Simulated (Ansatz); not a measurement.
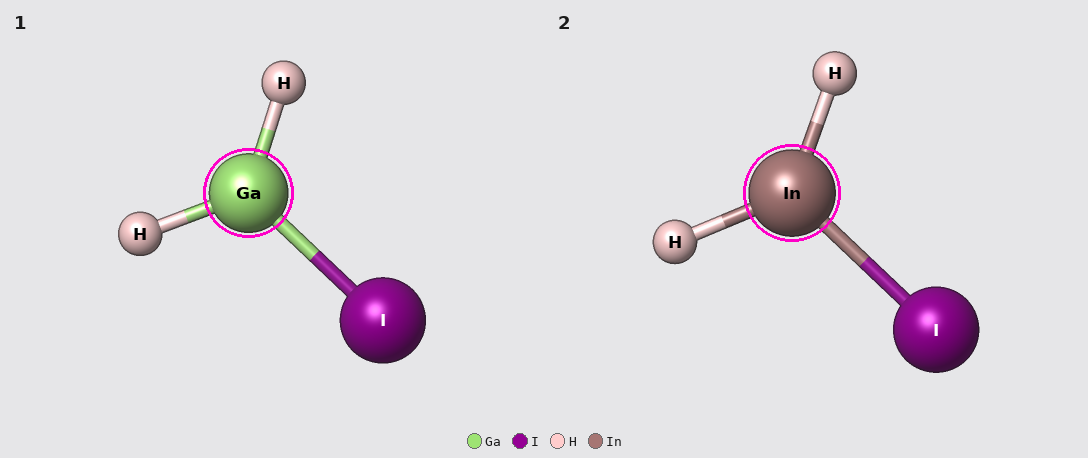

2 molecules with one skeleton, seen from the same side and at one scale; the atom that differs is circled. Charge 0, singlet. Computed geometries: PBE0-D4/def2-TZVP optimisations, one conformation each. Properties computed with Ansatz 0.2.0. Elements past Kr carry core potentials.

One atom differs, called X below: Ga in panel 1, In in panel 2. Their formulas are GaH2I (`[GaH2][I]`), H2IIn (`[InH2][I]`).

In which is the angle H–X–H larger (PBE0-D4/def2-TZVP)?

Answer. In panel 2 (X = In).

In which is the mean length of X–H larger (PBE0-D4/def2-TZVP)?

Answer. In panel 2 (X = In).

Give the values. With PBE0-D4/def2-TZVP: mean length of X–H (Å), length of X–I (Å), angle H–X–H (°), harmonic zero-point energy (kJ/mol). With B3LYP-D4/def2-TZVPP: dipole moment (D), HOMO energy (Kohn–Sham orbital) (eV), HOMO–LUMO gap (eV), vertical ionisation energy (eV).

```tsv
quantity	1 (Ga)	2 (In)	2 − 1
mean length of X–H (Å)	1.558	1.708	+0.150
length of X–I (Å)	2.491	2.673	+0.182
angle H–X–H (°)	128.2	132.3	+4.1
dipole moment (D)	1.47	2.23	+0.76
HOMO energy (Kohn–Sham orbital) (eV)	−7.24	−7.06	+0.18
HOMO–LUMO gap (eV)	4.98	4.70	−0.28
vertical ionisation energy (eV)	9.67	9.42	−0.25
harmonic zero-point energy (kJ/mol)	36.2	32.3	−3.9
```
